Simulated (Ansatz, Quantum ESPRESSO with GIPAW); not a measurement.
# Na3ScCl6: which site gives which 23Na line?

The values are calculated: DFT, PBEsol, plane-wave PAW (pslibrary 1.0.0 recipes), scalar-relativistic, GIPAW shieldings (Quantum ESPRESSO with GIPAW, a patched development version). Shieldings are without the macroscopic shape term, which is common to all sites.

```
CELL_PARAMETERS angstrom
0.00000 5.16692 5.16692
5.16692 0.00000 5.16692
5.16692 5.16692 0.00000
ATOMIC_POSITIONS crystal
Sc 0.00000 0.00000 0.00000
Cl 0.76137 0.76137 0.23863
Cl 0.76137 0.23863 0.76137
Cl 0.23863 0.76137 0.23863
Cl 0.23863 0.76137 0.76137
Cl 0.23863 0.23863 0.76137
Cl 0.76137 0.23863 0.23863
Na 0.50000 0.50000 0.50000
Na 0.25000 0.25000 0.25000
Na 0.75000 0.75000 0.75000
```

The cell is a computed entry of the Materials Project; it need not be the form that is stable at ambient conditions. The coordinates shown are those after relaxation (atoms relaxed).

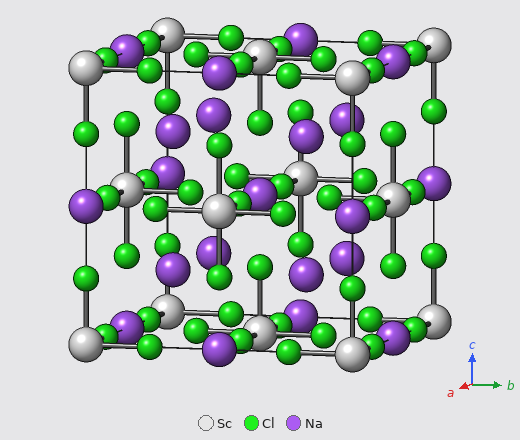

The structure (scandium white, chlorine green, sodium purple). Some periodic images of atoms are drawn too.

The Na sites:

```tsv
site	atom no.	atoms in cell	site symmetry	surroundings	bonds (Å)
Na(1)	8	1	m-3m	NaCl6	2.701
Na(2)	9	2	-43m	NaCl12	3.655
```

The lines, in order of position:

```tsv
line	σ_iso (ppm)	relative area	span (ppm)	skew
A	600.0	2	0.0	-
B	534.3	1	0.0	-
```

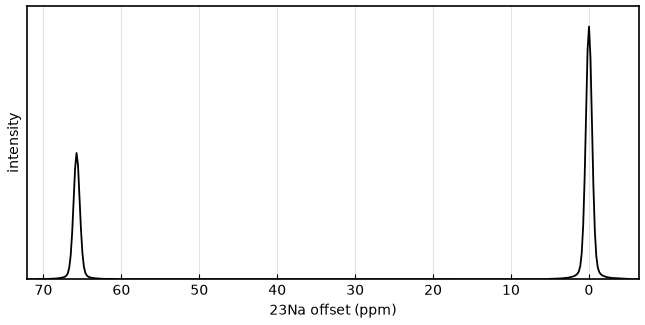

Simulated spectrum: 23Na fast MAS, 11.7 T (131.8 MHz), lines broadened by 0.94 ppm; the axis counts ppm from the isotropic position of the most shielded site, as −Δσ; rigid lattice, with dipolar and J couplings and satellite transitions left out. Most prominent maxima (ppm: height): 65.8: 0.50, 0.0: 1.00.

Q: Assign the lines to the sites.

The calculated assignment is A is Na(2) (NaCl12); B is Na(1) (NaCl6). The areas settle A and B, whose multiplicities are unique. Shielding rises with the number of neighbours over these sites, the usual order.

[Banner, clock, file and message-heading lines were taken out of the pw.x and gipaw.x logs.]

[Logs are printed without paths, hosts, clocks, repeated set-up lines and the standing remarks that a program may print on its own settings, such as how far it seeks lower states.]

[Hosts, paths, dates, database ids (printed as entryN), source tags and the programs' standing remarks are cut or masked in the printed files.]
